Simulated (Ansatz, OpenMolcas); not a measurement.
## How methods differ on [PH2]− (SMILES [PH2-])

[PH2]− has 3 atoms, charge -1, and is taken as a singlet. SMILES: `[PH2-]`. Geometry: relaxed at GFN2-xTB.

```jsonl
{"atom": "P", "x (Å)": "0.4989", "y (Å)": "-0.2936", "z (Å)": "0.2450"}
{"atom": "H", "x (Å)": "0.1056", "y (Å)": "0.9902", "z (Å)": "0.1651"}
{"atom": "H", "x (Å)": "-0.6045", "y (Å)": "-0.6966", "z (Å)": "-0.4102"}
```

Each level gives the energy change with the P1–H2 bond stretched from 1.345 to 1.681 Å (eV). The values are calculated.

```tsv
level	kind	program	value (eV)	less CCSD(T)/6-31G*
SVWN5/6-31G* (spherical functions) (restricted)	LDA	Ansatz	0.18	-0.04
revPBE/6-31G* (spherical functions) (restricted)	GGA	Ansatz	0.15	-0.07
r2SCAN/6-31G* (spherical functions) (restricted)	meta-GGA	Ansatz	0.23	+0.01
r2SCAN0/6-31G* (spherical functions) (restricted)	hybrid meta-GGA	Ansatz	0.28	+0.06
wB97M-V/6-31G* (spherical functions) (restricted)	range-separated hybrid	Ansatz	0.25	+0.03
wB97X/6-31G* (spherical functions) (restricted)	range-separated hybrid	Ansatz	0.28	+0.06
B2PLYP/6-31G* (spherical functions) (restricted)	double hybrid	Ansatz	0.26	+0.04
MP2/6-31G* (spherical functions) (restricted)	perturbation theory	Ansatz	0.30	+0.08
CCSD(T)/6-31G* (spherical functions) (restricted)	coupled cluster or CI	Ansatz	0.22	0.00
FCI/3-21G	exact in the basis	OpenMolcas	0.01	-0.21
```

CCSD(T)/6-31G* (spherical functions) (restricted) is the highest level here, not the true value. Sets without diffuse functions describe the anion poorly. The first shape isn't each level's own minimum. The values span 0.01 to 0.30 eV. High-level rows in very small sets aren't better than simpler rows in larger ones.

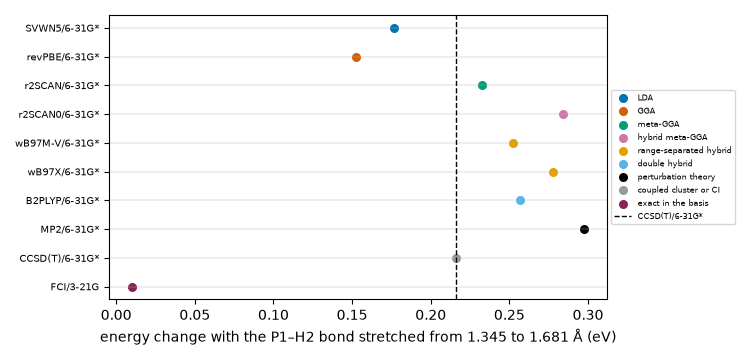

The values of the table, level by level.
